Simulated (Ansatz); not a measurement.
# CH$_{5}$GeO (SMILES [CH3][GeH-][OH]) (charge −1): what the fields show

The calculation's input:

```
crystal:
  periodic: [false, false, false]
  atoms:
    - {symbol: C, position_ang: [-0.334152, -1.887693, 0.610655]}
    - {symbol: Ge, position_ang: [-1.905555, -0.533076, 0.784985]}
    - {symbol: O, position_ang: [-3.315213, -1.848505, 1.082517]}
    - {symbol: H, position_ang: [-0.031587, -2.263976, 1.611060]}
    - {symbol: H, position_ang: [-0.593182, -2.765306, -0.022720]}
    - {symbol: H, position_ang: [0.549347, -1.389338, 0.151911]}
    - {symbol: H, position_ang: [-2.084965, -0.455531, -0.858655]}
    - {symbol: H, position_ang: [-3.258788, -2.496718, 0.359034]}
basis:
  gaussian: {orbitals: def2-TZVPD}
total_charge: -1
hamiltonian: {xc: {name: PBE0}}
output: {forces: true, orbitals: {seedname: orbitals}}
magnetization: {spin_polarized: false, initial_magnetization: 0}
```

Launched as:

```sh
ansatz run input.yaml --threads 2 --pin off --max-ram 4350MiB --events-out events.jsonl --progress --plain --runs-dir runs
```

Geometry: PBE-D3(BJ)/def2-SVPD.

All numbers below come from isolated molecule in a Gaussian basis; Kohn-Sham density functional theory, functional PBE0 (Ansatz 0.2.0).

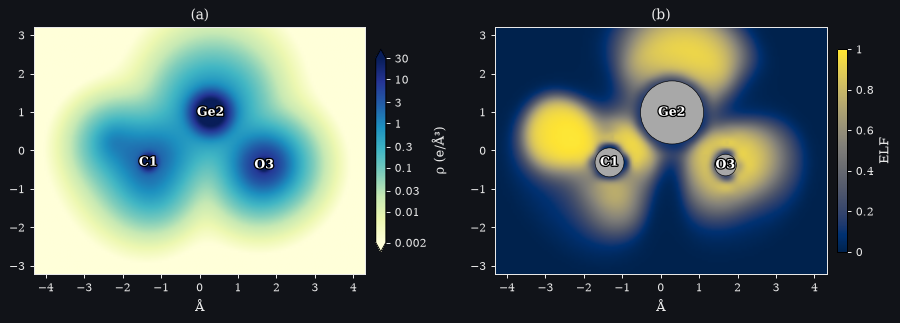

Figure 1. (a) total electron density; (b) ELF on the plane of atoms C1, Ge2 and O3. Grey discs cover the atomic cores in the ELF map.

### Read the bonding off the picture.

- The plane passes through C, Ge and O nuclei.
- Ge–O (1.95 Å): the density is about 0.69 e/Å³ at the midpoint; the ELF peaks at about 0.85 in the valence shell of O, 0.6 Å from its nucleus, and is about 0.40 at the midpoint.
- C–Ge (2.08 Å): the density is about 0.69 e/Å³ at the midpoint; the ELF peaks at about 0.95 in the valence shell of C, 0.8 Å from its nucleus, and is about 0.70 at the midpoint.
- The ELF also peaks beside O3, away from the bonds: lone-pair regions.

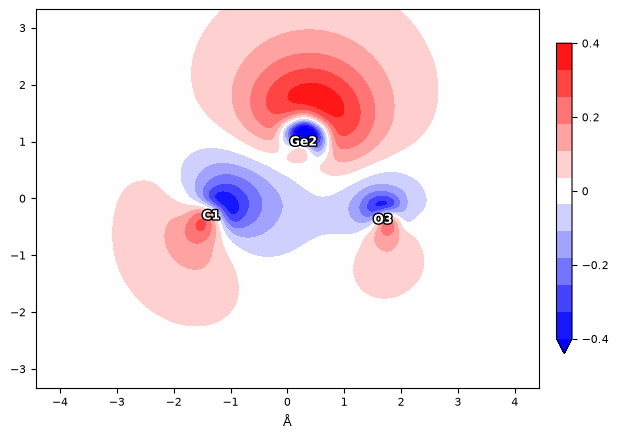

Figure 2. The HOMO on the plane of atoms C1, Ge2 and O3 (values in Å⁻³ᐟ²; the overall sign is arbitrary).

### What is the character of this orbital?

By Hirshfeld shares it lies mainly on Ge2 (about 70 %), H7 (about 10 %) and C1 (about 10 %). Its energy is −0.34 eV.
